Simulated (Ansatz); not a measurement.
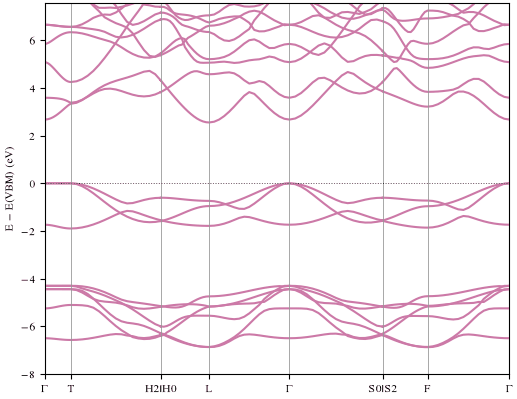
*Band structure from plane-wave PAW r²SCAN (Ansatz code)*

Read off the gap and where the band edges lie.

About 2.6 eV (2.55 eV by a search for the band edges); maximum at T, minimum at L.

The material is Li₅NCl₂ in space group R-3m (No. 166; Pearson symbol hR8).

The workflow started from a Materials Project entry (that database holds measured and hypothetical structures alike); the Crystallography Open Database copy checked does not list it. Its standing as an ambient phase is unchecked. Symmetry was held in the r²SCAN relaxation; its stability against distortions is not shown here.

Potentials: the later of the program's two PAW sets.
